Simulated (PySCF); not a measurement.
**C₃H₉BrSi (SMILES CC(C)[SiH2]Br): density, localisation and related maps**

Input file:

```
{"job": {"kind": "uv", "xc": "PBE0", "basis": "def2-SVPD", "nstates": 6, "ntriplets": 2}, "charge": 0, "multiplicity": 1}
C     -1.131385    -0.968479    -0.153461
C     -0.092223    -0.011986     0.431440
C     -0.570788     1.432509     0.313658
Si     1.605658    -0.220161    -0.397538
Br     2.289111    -2.300461    -0.021767
H     -2.088871    -0.841541     0.350035
H     -1.282290    -0.775437    -1.214689
H     -0.824456    -2.006216    -0.033697
H      0.009907    -0.244108     1.499354
H     -1.527193     1.559214     0.819377
H      0.142712     2.121741     0.762056
H     -0.703562     1.711469    -0.730492
H      1.549404    -0.090292    -1.847761
H      2.623300     0.633274     0.201319
```

Launched as:

```sh
OMP_NUM_THREADS=1 python probes_run.py task.json out
```

Geometry: GFN2-xTB.

The calculation used PySCF, PBE0/def2-SVPD, SCF density, gas phase.

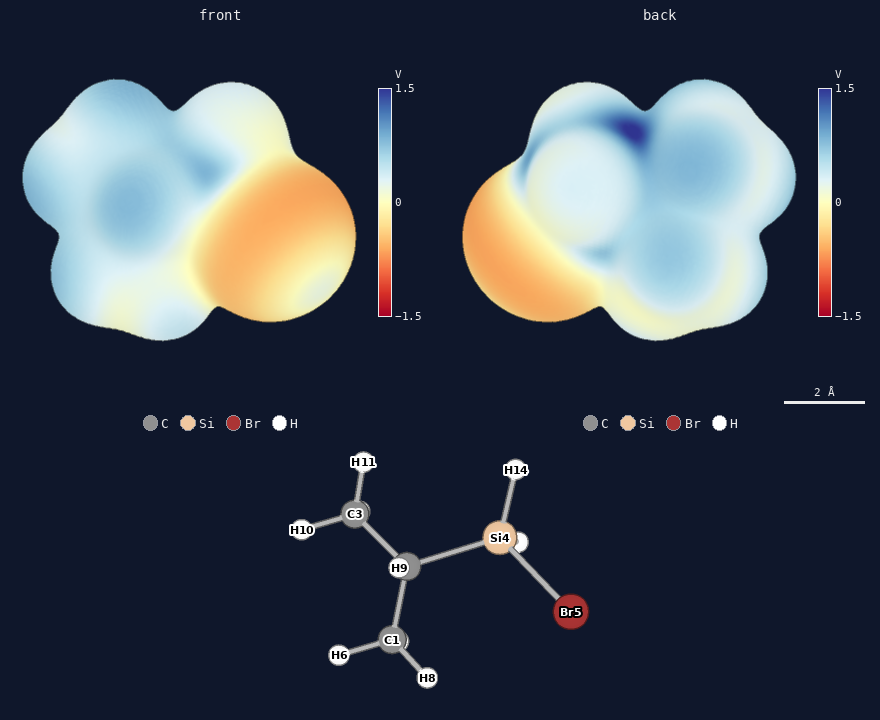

Figure 1. The electrostatic potential painted on the density surface at 0.002 e/bohr³, seen from the front and from behind; red is negative and blue positive. The bare structure is drawn below in the same view.

Q: Which sites attract a positive test charge, and which a negative one?

A: A positive charge is drawn to the negative regions and a negative charge to the positive ones. The most negative region (about −0.6 V, or −14 kcal/mol for a unit charge) lies over Br5, the most positive (about +1.4 V, or +32 kcal/mol for a unit charge) over Si4. Br5 shows a σ-hole: about +0.2 V at the tip opposite its bond, against about −0.5 V, or −12 kcal/mol for a unit charge on its flanks.

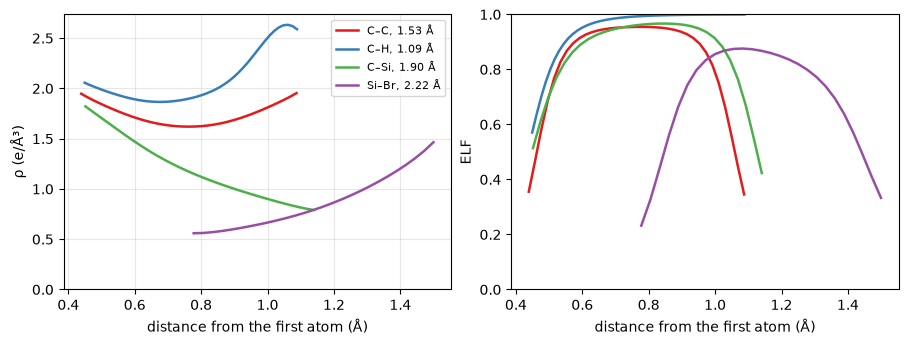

Figure 2. Electron density and electron localisation function along straight lines between neighbouring atoms. The curves leave out the atomic cores.

Q: What can be read from the curves?

A: C–C (1.53 Å): the density is about 1.6 e/Å³ at the midpoint; the ELF peaks at about 0.95 between the atoms (localised, covalent bonding).
C–H (1.09 Å): ρ at the midpoint is about 1.9 e/Å³; the ELF climbs to about 1 towards the hydrogen, as it does in any bond to H: an ordinary covalent bond to hydrogen.
C–Si (1.90 Å): ρ is about 0.95 e/Å³ halfway; the ELF peaks at about 0.95 between the atoms (localised, covalent bonding).
Si–Br (2.22 Å): the density is about 0.76 e/Å³ at the midpoint; the ELF peaks at about 0.90 between the atoms: a polar covalent bond.
